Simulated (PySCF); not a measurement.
H8MgO4 (charge +2)

Input

```
{"job": {"kind": "inter", "xc": "wB97M-D3(BJ)", "basis": "def2-SVPD", "pairs": false}, "charge": 2, "multiplicity": 1, "parts": [{"atoms": "0-0", "charge": 2, "multiplicity": 1}, {"atoms": "1-3", "charge": 0, "multiplicity": 1}, {"atoms": "4-6", "charge": 0, "multiplicity": 1}, {"atoms": "7-9", "charge": 0, "multiplicity": 1}, {"atoms": "10-12", "charge": 0, "multiplicity": 1}]}
Mg    -1.484500     0.702722    -0.017375
O     -1.427671     2.537087    -0.822715
H     -1.164711     3.355588    -0.375103
H     -1.648601     2.791115    -1.731247
O     -3.364974     0.058856     0.231179
H     -4.160630     0.393646    -0.209398
H     -3.665824    -0.644894     0.825379
O     -0.604786     0.684213     1.783662
H      0.250693     0.282478     1.998485
H     -0.933634     1.067890     2.610310
O     -0.472305    -0.511014    -1.251093
H     -0.711120    -1.416152    -1.501851
H      0.346465    -0.309251    -1.728192
```

Run with:

```sh
OMP_NUM_THREADS=1 python cluster_run.py task.json out
```

Geometry: PBE0-D3(BJ)/def2-SVPD.

Level of theory: wB97M-D3(BJ)/def2-SVPD, SCF density, gas phase (PySCF).

Question: What will maps of the electron density and electron localisation function show?

Answer: Mg–O (2.00 Å): ρ at the midpoint is about 0.35 e/Å³; the ELF peaks at about 0.90 in the valence shell of O, 0.7 Å from its nucleus, and is about 0.25 at the midpoint (a closed-shell, largely ionic contact).
O–H (0.97 Å): ρ at the midpoint is about 3.7 e/Å³; the ELF climbs to about 1 towards the hydrogen, as it does in any bond to H (an ordinary covalent bond to hydrogen).

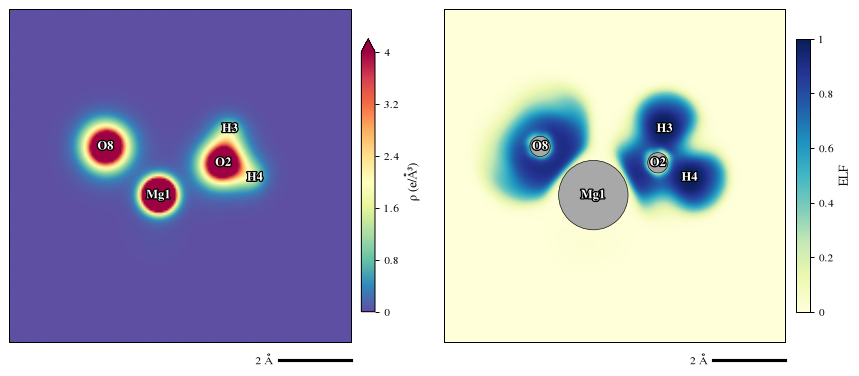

Computed electron density and electron localisation function on the plane of atoms O2, Mg1 and O8, in this order. Grey discs cover the atomic cores in the ELF map. 
